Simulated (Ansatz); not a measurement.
**BH4N (SMILES BN): a chain of runs**

Wanted: a structure relaxation (singlet BH4N, r2SCAN50-D3(BJ)-ATM/def2-SVP), then a structure relaxation (singlet BH4N, r2SCAN50-D3(BJ)-ATM/def2-SVP), then a transition-state search (singlet BH4N, r2SCAN50-D3(BJ)-ATM/def2-SVP), then vibrational wavenumbers (singlet BH4N, r2SCAN50-D3(BJ)-ATM/def2-SVP), then the energy (singlet BH4N, MP2/def2-TZVP) of BH4N and its partners. 

The results are computed with Ansatz 0.2.0.

## 1. The system as given

BH4N: 6 atoms, total charge 0, spin state singlet. SMILES: `BN`. The coordinates come from a PBE0-D4/def2-TZVP relaxation. The run starts from this shape.

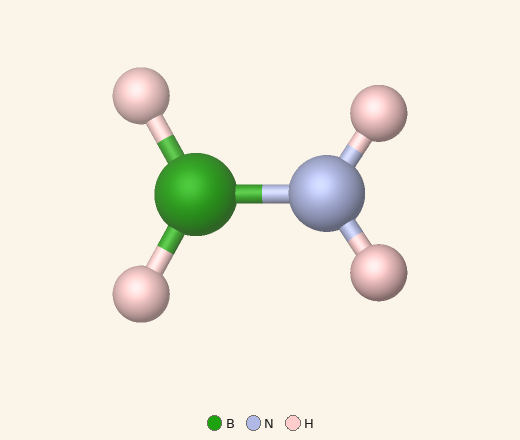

Viewed from a chosen angle; boron green, nitrogen light blue, hydrogen pink.

## 2. A geometry optimisation at r2SCAN50-D3(BJ)-ATM/def2-SVP (run 1)

Contents of input.yaml:

```yaml
crystal:
  periodic: [false, false, false]
  atoms:
    - {symbol: B, position_ang: [-0.128200, -0.679600, -0.025600]}
    - {symbol: N, position_ang: [0.146100, 0.677400, 0.010800]}
    - {symbol: H, position_ang: [0.225800, -1.368000, 0.887500]}
    - {symbol: H, position_ang: [-0.712000, -1.128700, -0.969200]}
    - {symbol: H, position_ang: [-0.121600, 1.313700, -0.720800]}
    - {symbol: H, position_ang: [0.632000, 1.121400, 0.771300]}
basis:
  gaussian:
    orbitals: def2-SVP
hamiltonian:
  xc: {name: r2SCAN50}
  dispersion: d3bjatm
relax: {}
```

Run with:

```bash
ansatz run input.yaml --threads 1 --pin off --max-ram 2610MiB --events-out events.jsonl --progress --plain --runs-dir runs
```

The log of the run, shortened:

```text
Warning: RAYON_NUM_THREADS=1 ignored (pool sized by the plan → 1); use --threads N
[...]
Functional definition: r2SCAN50
  name "r2SCAN50"
[...]
541 factors; integrals over basis functions are off by at most 3.8e-4 eV
[...]
mean field -2228.84115527 eV, -81.9084016933 hartree, gradient 5.1e-6 eV, S^2 0.000000; 0 other end points of the search recorded, 0 dependent functions left out
[...]
reference -2228.84116003 eV, -81.9084018684 hartree; 8, 8 occupied and 40, 40 virtual orbitals, 541 factors
relax step   1: F+E_penalty+E_count = -2228.85886423 eV  Δ(F+E_penalty+E_count) = +0.000e0 eV  max|allowed force component| = 3.212e-1 eV/Å  Δτ_max = 0.0000 Å  (21 SCF iters, accepted)
[...]
relax step   3: F+E_penalty+E_count = -2228.86047192 eV  Δ(F+E_penalty+E_count) = -1.304e-4 eV  max|allowed force component| = 1.020e-2 eV/Å  Δτ_max = 0.0018 Å  (20 SCF iters, accepted)
[...]
relax step   4: F+E_penalty+E_count = -2228.86047632 eV  Δ(F+E_penalty+E_count) = -4.397e-6 eV  max|allowed force component| = 7.648e-3 eV/Å  Δτ_max = 0.0005 Å  (16 SCF iters, accepted)
541 factors; integrals over basis functions are off by at most 3.7e-4 eV
[...]
mean field -2228.84276259 eV, -81.9084607612 hartree, gradient 2.3e-5 eV, S^2 0.000000; 1 other end points of the search recorded, 0 dependent functions left out
[...]
reference -2228.84276735 eV, -81.9084609361 hartree; 8, 8 occupied and 40, 40 virtual orbitals, 541 factors
Total energy: -2228.86048108 eV, -81.9091119038 hartree
Atom 0 at    -0.127090    -0.674248    -0.025457 Å, force     0.000467     0.002373     0.000026 eV/Å
Atom 1 at     0.146169     0.677970     0.010797 Å, force    -0.001527    -0.007648    -0.000214 eV/Å
Atom 2 at     0.226279    -1.367853     0.888421 Å, force    -0.000236     0.001235    -0.000985 eV/Å
Atom 3 at    -0.712386    -1.128333    -0.970109 Å, force     0.000693     0.000997     0.001077 eV/Å
Atom 4 at    -0.121385     1.310258    -0.719113 Å, force     0.000267     0.001535    -0.000161 eV/Å
Atom 5 at     0.630512     1.118406     0.769460 Å, force     0.000336     0.001509     0.000256 eV/Å
Dipole moment:     0.086543     0.428236     0.011480 e Å
```

Run time: 4.5 s. Hardware: 1 thread of AMD EPYC 7B13 (Zen 3), shared host; peak memory 0.12 GiB.

Steps, from the record of the run:

```csv
step,energy from the first frame kept (eV),largest force (eV/Å)
1,0.0000,0.3280
2,-0.0015,0.1075
3,-0.0016,0.0103
4,-0.0016,0.0078
```

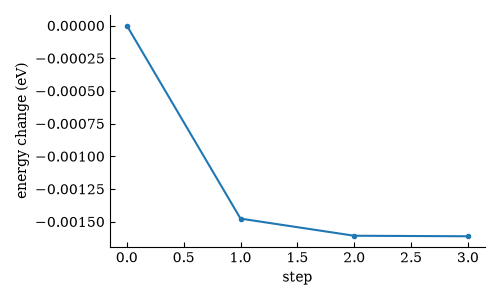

Energy along the run.

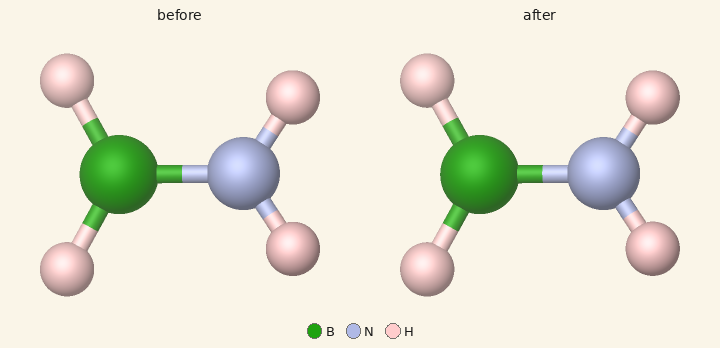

Before and after, at one scale.

After the run. Bond lengths: B1–N2 1.380 Å, B1–H3 1.200 Å, B1–H4 1.200 Å, N2–H5 1.002 Å, N2–H6 1.002 Å. Angles: B1–N2–H5 123.1°, B1–N2–H6 123.1°, N2–B1–H3 119.2°, N2–B1–H4 119.2°, H5–N2–H6 113.8°, H3–B1–H4 121.6°.

## 3. Rotamer: a structure relaxation at r2SCAN50-D3(BJ)-ATM/def2-SVP (run 2)

Contents of in.yaml:

```yaml
crystal:
  periodic: [false, false, false]
  atoms:
    - {symbol: B, position_ang: [-0.128200, -0.679600, -0.025600]}
    - {symbol: N, position_ang: [0.146100, 0.677400, 0.010800]}
    - {symbol: H, position_ang: [-0.712113, -1.128609, -0.969210]}
    - {symbol: H, position_ang: [0.225661, -1.368040, 0.887487]}
    - {symbol: H, position_ang: [-0.121600, 1.313700, -0.720800]}
    - {symbol: H, position_ang: [0.632000, 1.121400, 0.771300]}
basis:
  gaussian:
    orbitals: def2-SVP
hamiltonian:
  xc: {name: r2SCAN50}
  dispersion: d3bjatm
relax: {}
```

Run with:

```bash
ansatz run in.yaml --threads 1 --pin off --max-ram 2610MiB --events-out events.jsonl --progress --plain --runs-dir runs
```

The log of the run, shortened:

```text
Warning: RAYON_NUM_THREADS=1 ignored (pool sized by the plan → 1); use --threads N
[...]
[... 2 set-up lines as earlier in the session ...]
[...]
540 factors; integrals over basis functions are off by at most 3.8e-4 eV
[...]
mean field -2228.84115486 eV, -81.9084016784 hartree, gradient 5.1e-6 eV, S^2 0.000000; 0 other end points of the search recorded, 0 dependent functions left out
[...]
reference -2228.84115963 eV, -81.9084018535 hartree; 8, 8 occupied and 40, 40 virtual orbitals, 540 factors
relax step   1: F+E_penalty+E_count = -2228.85886382 eV  Δ(F+E_penalty+E_count) = +0.000e0 eV  max|allowed force component| = 3.215e-1 eV/Å  Δτ_max = 0.0000 Å  (21 SCF iters, accepted)
[...]
relax step   2: F+E_penalty+E_count = -2228.86034103 eV  Δ(F+E_penalty+E_count) = -1.477e-3 eV  max|allowed force component| = 1.052e-1 eV/Å  Δτ_max = 0.0034 Å  (20 SCF iters, accepted)
[...]
540 factors; integrals over basis functions are off by at most 3.7e-4 eV
[...]
mean field -2228.84275777 eV, -81.9084605841 hartree, gradient 5.9e-6 eV, S^2 0.000000; 1 other end points of the search recorded, 0 dependent functions left out
[...]
reference -2228.84276253 eV, -81.9084607590 hartree; 8, 8 occupied and 40, 40 virtual orbitals, 540 factors
Total energy: -2228.86047626 eV, -81.9091117268 hartree
Atom 0 at    -0.127018    -0.674546    -0.025576 Å, force    -0.002729     0.001249     0.001627 eV/Å
Atom 1 at     0.146093     0.677536     0.010788 Å, force     0.002727     0.009850    -0.000251 eV/Å
Atom 2 at    -0.712633    -1.128094    -0.970205 Å, force     0.001251    -0.001886     0.000357 eV/Å
Atom 3 at     0.226219    -1.367748     0.888573 Å, force     0.000190    -0.001594    -0.001526 eV/Å
Atom 4 at    -0.121126     1.310426    -0.718735 Å, force    -0.002745    -0.003219    -0.003998 eV/Å
Atom 5 at     0.630312     1.118677     0.769132 Å, force     0.001305    -0.004400     0.003790 eV/Å
Dipole moment:     0.086655     0.428432     0.011460 e Å
```

Wall time 3.6 s (1 thread of AMD EPYC 7B13 (Zen 3), shared host); peak memory 0.13 GiB.

The path in brief:

```csv
step,energy from the first frame kept (eV),largest force (eV/Å)
1,0.0000,0.3280
2,-0.0015,0.1075
3,-0.0016,0.0102
```

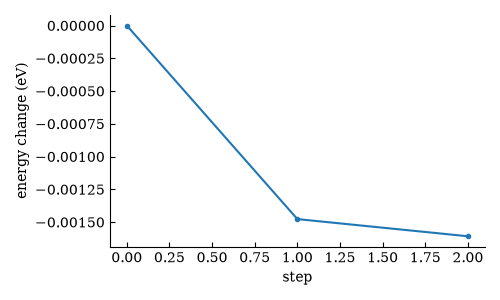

Energy along the run.

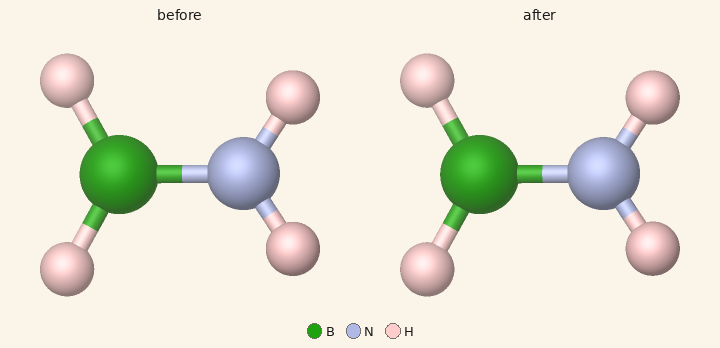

Before and after, at one scale.

After the run. Bond lengths: B1–N2 1.380 Å, B1–H3 1.200 Å, B1–H4 1.200 Å, N2–H5 1.002 Å, N2–H6 1.002 Å. Angles: B1–N2–H5 123.2°, B1–N2–H6 123.2°, N2–B1–H3 119.2°, N2–B1–H4 119.2°, H5–N2–H6 113.7°, H3–B1–H4 121.6°.

## 4. Saddle: a saddle-point search at r2SCAN50-D3(BJ)-ATM/def2-SVP (run 3)

Contents of run.yaml:

```yaml
crystal:
  periodic: [false, false, false]
  atoms:
    - symbol: B
      position_ang: [-0.127090, -0.674248, -0.025457]
    - symbol: N
      position_ang: [0.146169, 0.677970, 0.010797]
    - symbol: H
      position_ang: [0.226279, -1.367853, 0.888421]
    - symbol: H
      position_ang: [-0.712386, -1.128333, -0.970109]
    - symbol: H
      position_ang: [-0.121385, 1.310258, -0.719113]
    - symbol: H
      position_ang: [0.630512, 1.118406, 0.769460]
basis:
  gaussian:
    orbitals: def2-SVP
hamiltonian:
  xc: {name: r2SCAN50}
  dispersion: d3bjatm
saddle:
  max_steps: 80
  final_atoms:
    - {symbol: B, position_ang: [-0.127018, -0.674546, -0.025576]}
    - {symbol: N, position_ang: [0.146093, 0.677536, 0.010788]}
    - {symbol: H, position_ang: [-0.712633, -1.128094, -0.970205]}
    - {symbol: H, position_ang: [0.226219, -1.367748, 0.888573]}
    - {symbol: H, position_ang: [-0.121126, 1.310426, -0.718735]}
    - {symbol: H, position_ang: [0.630312, 1.118677, 0.769132]}
total_charge: 0
```

Run with:

```bash
ansatz run run.yaml --threads 1 --pin off --max-ram 2610MiB --events-out events.jsonl --progress --plain --runs-dir runs
```

The log of the run, shortened:

```text
Warning: RAYON_NUM_THREADS=1 ignored (pool sized by the plan → 1); use --threads N
[... 2 set-up lines as earlier in the session ...]
[...]
540 factors; integrals over basis functions are off by at most 3.7e-4 eV
[...]
mean field -2228.84276209 eV, -81.9084607431 hartree, gradient 5.2e-6 eV, S^2 0.000000; 0 other end points of the search recorded, 0 dependent functions left out
[...]
reference -2228.84276685 eV, -81.9084609180 hartree; 8, 8 occupied and 40, 40 virtual orbitals, 540 factors
540 factors; integrals over basis functions are off by at most 1.0e-3 eV
[...]
mean field -2228.84275859 eV, -81.9084606141 hartree, gradient 5.2e-6 eV, S^2 0.000000; 0 other end points of the search recorded, 0 dependent functions left out
[...]
reference -2228.84276334 eV, -81.9084607890 hartree; 8, 8 occupied and 40, 40 virtual orbitals, 540 factors
[...]
saddle step  23: F+E_penalty+E_count = -2227.46580871 eV  max|allowed force component| = 1.416e-3 eV/Å  curvature = -2.5180 eV/Å² (error put at 0.0011; -2.5189 at half of saddle.amplitude)  mode residual = 5.47e-1 eV/Å²  Δτ_max = 0.0054 Å  (1 rotations, 32 force calls, 474 SCF iters)  [...]
Total energy: -2227.46581336 eV, -81.8578588104 hartree
Atom 0 at    -0.127180    -0.648145     0.041220 Å, force    -0.000352    -0.001216    -0.000090 eV/Å
Atom 1 at     0.109703     0.757771     0.331351 Å, force    -0.000225     0.001416     0.000473 eV/Å
Atom 2 at    -0.410650    -1.407354     0.930450 Å, force     0.000035    -0.000105     0.000025 eV/Å
Atom 3 at    -0.049561    -1.095599    -1.080616 Å, force     0.000249     0.000327    -0.000015 eV/Å
Atom 4 at    -0.506432     1.317300    -0.248089 Å, force     0.000222    -0.000128     0.000019 eV/Å
Atom 5 at     1.026218     1.012227    -0.020317 Å, force     0.000071    -0.000294    -0.000412 eV/Å
Dipole moment:     0.076822     0.163757    -0.297447 e Å
```

It took 49 s on 1 thread of AMD EPYC 7B13 (Zen 3), shared host; peak memory 0.12 GiB.

Steps, from the record of the run:

```csv
step,energy from the first frame kept (eV),largest force (eV/Å)
1,0.0000,2.9912
2,-0.0272,2.0348
3,0.0401,2.1928
4,-0.1326,0.4356
5,-0.1738,0.4668
6,-0.1364,0.6159
7,-0.1365,0.2680
8,-0.1370,0.3312
9,-0.1405,0.1295
10,-0.1517,0.4046
11,-0.1440,0.2016
12,-0.1823,1.5944
13,-0.2227,1.1880
14,-0.2661,0.8568
15,-0.3075,0.5592
16,-0.2918,1.5485
17,-0.3149,0.5281
18,-0.3098,0.4897
19,-0.3162,0.7682
20,-0.3256,0.4255
21,-0.3292,0.1457
22,-0.3297,0.0252
23,-0.3297,0.0015
```

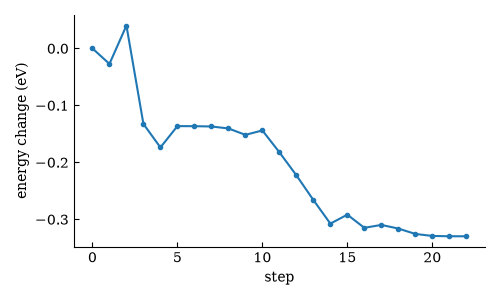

Energy along the run.

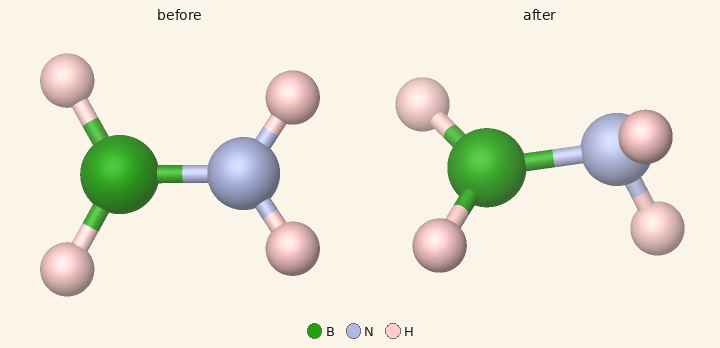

Before and after, at one scale.

After the run. Bond lengths: B1–N2 1.455 Å, B1–H3 1.203 Å, B1–H4 1.210 Å, N2–H5 1.014 Å, N2–H6 1.014 Å. Angles: B1–N2–H5 108.7°, B1–N2–H6 108.7°, N2–B1–H3 120.0°, N2–B1–H4 122.1°, H5–N2–H6 102.3°, H3–B1–H4 117.8°.

## 5. Saddle: the harmonic vibrations at r2SCAN50-D3(BJ)-ATM/def2-SVP (run 4)

Contents of input.yaml:

```yaml
crystal:
  periodic: [false, false, false]
  atoms:
    - symbol: B
      position_ang: [-0.127180, -0.648145, 0.041220]
    - symbol: N
      position_ang: [0.109703, 0.757771, 0.331351]
    - symbol: H
      position_ang: [-0.410650, -1.407354, 0.930450]
    - symbol: H
      position_ang: [-0.049561, -1.095599, -1.080616]
    - symbol: H
      position_ang: [-0.506432, 1.317300, -0.248089]
    - symbol: H
      position_ang: [1.026218, 1.012227, -0.020317]
basis:
  gaussian: {orbitals: def2-SVP}
phonons: {amplitude: 0.01, temperatures: {t_min: 300, t_max: 1500, t_step: 300}}
hamiltonian: {xc: {name: r2SCAN50}, dispersion: d3bjatm}
```

Run with:

```bash
ansatz run input.yaml --threads 1 --pin off --max-ram 2610MiB --events-out events.jsonl --progress --plain --runs-dir runs
```

The log of the run, shortened:

```text
Warning: RAYON_NUM_THREADS=1 ignored (pool sized by the plan → 1); use --threads N
[... 2 set-up lines as earlier in the session ...]
[...]
540 factors; integrals over basis functions are off by at most 4.3e-4 eV
[...]
mean field -2227.44805025 eV, -81.8572060283 hartree, gradient 5.1e-5 eV, S^2 0.000000; 0 other end points of the search recorded, 0 dependent functions left out
[...]
reference -2227.44805493 eV, -81.8572062000 hartree; 8, 8 occupied and 40, 40 virtual orbitals, 540 factors
[...]
540 factors; integrals over basis functions are off by at most 4.3e-4 eV
[...]
mean field -2227.44713628 eV, -81.8571724403 hartree, gradient 1.3e-6 eV, S^2 0.000000; 0 other end points of the search recorded, 0 dependent functions left out
[...]
reference -2227.44714095 eV, -81.8571726120 hartree; 8, 8 occupied and 40, 40 virtual orbitals, 540 factors
[...]
540 factors; integrals over basis functions are off by at most 4.3e-4 eV
[...]
reference -2227.44776288 eV, -81.8571954677 hartree; 8, 8 occupied and 40, 40 virtual orbitals, 540 factors
WARN: phonons: modes at or below zero, which the zero-point energy, F, S and C_V leave out: 1, the lowest at -788.98 cm⁻¹. A minimum has none, and a first-order saddle one
Total energy: -2227.46581493 eV, -81.8578588682 hartree
Atom 0 at    -0.127180    -0.648145     0.041220 Å, force    -0.000307    -0.001140    -0.000339 eV/Å
Atom 1 at     0.109703     0.757771     0.331351 Å, force    -0.000197     0.001367     0.000556 eV/Å
Atom 2 at    -0.410650    -1.407354     0.930450 Å, force    -0.000024    -0.000160     0.000122 eV/Å
Atom 3 at    -0.049561    -1.095599    -1.080616 Å, force     0.000254     0.000344     0.000099 eV/Å
Atom 4 at    -0.506432     1.317300    -0.248089 Å, force     0.000203    -0.000144     0.000018 eV/Å
Atom 5 at     1.026218     1.012227    -0.020317 Å, force     0.000071    -0.000266    -0.000455 eV/Å
Dipole moment:     0.076821     0.163757    -0.297446 e Å
Vibrations: -788.98 731.62 742.02 1040.75 1138.55 1191.97 1341.43 1591.72 2586.57 2684.30 3619.97 3683.86 cm⁻¹, zero-point energy 1.261710 eV
```

It took 23 s on 1 thread of AMD EPYC 7B13 (Zen 3), shared host; peak memory 0.12 GiB.

## 6. Saddle: a single-point energy at MP2/def2-TZVP (run 5)

Contents of in.yaml:

```yaml
crystal:
  periodic: [false, false, false]
  atoms:
    - {symbol: B, position_ang: [-0.127180, -0.648145, 0.041220]}
    - {symbol: N, position_ang: [0.109703, 0.757771, 0.331351]}
    - {symbol: H, position_ang: [-0.410650, -1.407354, 0.930450]}
    - {symbol: H, position_ang: [-0.049561, -1.095599, -1.080616]}
    - {symbol: H, position_ang: [-0.506432, 1.317300, -0.248089]}
    - {symbol: H, position_ang: [1.026218, 1.012227, -0.020317]}
basis:
  gaussian:
    orbitals: def2-TZVP
correlation:
  method: mp2
```

Run with:

```bash
ansatz run in.yaml --threads 1 --pin off --max-ram 2610MiB --events-out events.jsonl --progress --plain --runs-dir runs
```

The log of the run:

```text
Warning: RAYON_NUM_THREADS=1 ignored (pool sized by the plan → 1); use --threads N
Functional definition: HF
  name "HF"
  exchange = exact_x
  correlation = 0
593 factors; integrals over basis functions are off by at most 1.0e-3 eV
mean field evaluation 1: about -2214.9465 eV, gradient 3.2e1 eV
mean field evaluation 2: about -2214.9465 eV, gradient 3.2e1 eV
mean field evaluation 4: about -2217.1902 eV, gradient 2.4e0 eV
mean field evaluation 8: about -2217.2138 eV, gradient 8.8e-2 eV
mean field -2217.21389187 eV, -81.4811076448 hartree, gradient 1.5e-6 eV, S^2 0.000000; 0 other end points of the search recorded, 0 dependent functions left out
2 core orbitals not correlated: weight in the atoms' cores, before any rotation towards them, 1.000 or more for the frozen orbitals, at most 0.000 for the correlated occupied ones
reference -2217.21389187 eV, -81.4811076448 hartree; 6, 6 occupied and 78, 78 virtual orbitals, 593 factors
second order -8.46083001 eV of doubles, -0.00000000 eV of singles
Total energy: -2225.67472188 eV, -81.7920374125 hartree
```

Wall time 0.38 s (1 thread of AMD EPYC 7B13 (Zen 3), shared host); peak memory 0.1 GiB.

## 7. Summary of results

| quantity | value |
| --- | --- |
| run 1, r2SCAN50-D3(BJ)-ATM/def2-SVP: total energy at the end | -81.90911 Eh |
| run 1, r2SCAN50-D3(BJ)-ATM/def2-SVP: dipole moment | 2.10 D |
| run 1, r2SCAN50-D3(BJ)-ATM/def2-SVP: dispersion energy | -1.71 kJ/mol |
| rotamer: total energy at the end | -81.90911 Eh |
| rotamer: dipole moment | 2.10 D |
| rotamer: dispersion energy | -1.71 kJ/mol |
| saddle, run 3: total energy at the end | -81.85786 Eh |
| saddle, run 3: dipole moment | 1.67 D |
| saddle, run 3: dispersion energy | -1.71 kJ/mol |
| saddle, run 4: total energy | -81.85786 Eh |
| saddle, run 4: dipole moment | 1.67 D |
| saddle, run 4: dispersion energy | -1.71 kJ/mol |
| saddle, run 4: largest force on an atom | 0.001 eV/Å |
| saddle, run 4: lowest harmonic wavenumber | 789i cm⁻¹ (imaginary) |
| saddle, run 4: highest harmonic wavenumber | 3684 cm⁻¹ |
| saddle, run 5: total energy | -81.79204 Eh |
| saddle, run 5: correlation energy (2 core orbitals frozen) | -310.9 mEh |

The optimisation (run 1, r2SCAN50-D3(BJ)-ATM/def2-SVP) took 3 steps and changed the energy by -0.002 eV. Mulliken charges (run 1, r2SCAN50-D3(BJ)-ATM/def2-SVP) run from -0.19 on N2 to +0.15 on H5; they depend strongly on the basis. The optimisation (rotamer) took 2 steps and changed the energy by -0.002 eV. Mulliken charges (rotamer) run from -0.19 on N2 to +0.15 on H6; they depend strongly on the basis. Mulliken charges (saddle, run 3) run from -0.27 on N2 to +0.18 on B1. 1 mode is imaginary (lowest 789i cm⁻¹): a first-order saddle point.
